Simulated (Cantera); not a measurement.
A closed system holds: 1 mol Al, 0.85 mol Cl₂, a varied amount of H₂, at 975 °C and 74.0 mbar.

Cantera equilibrium calculation (NASA polynomials, part measured and part estimated; ideal gas, pure solids and liquids). Candidate condensed phases: Al, AlCl₃; 12 gas species. The tables' values for AlCl₂ are old estimates; treat these amounts as uncertain. Kinetics and transport are ignored.

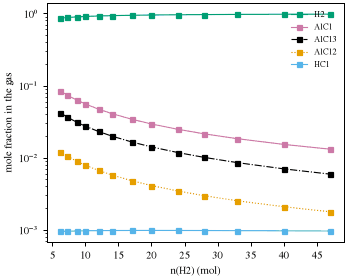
Equilibrium gas composition (values under 1e-9 drawn at 1e-9)

Q: Read off the mole fractions at 47 mol H₂.

A: H₂ about 0.98, AlCl about 0.013, AlCl₃ about 0.0059, AlCl₂ about 0.0018, HCl about 0.00096.
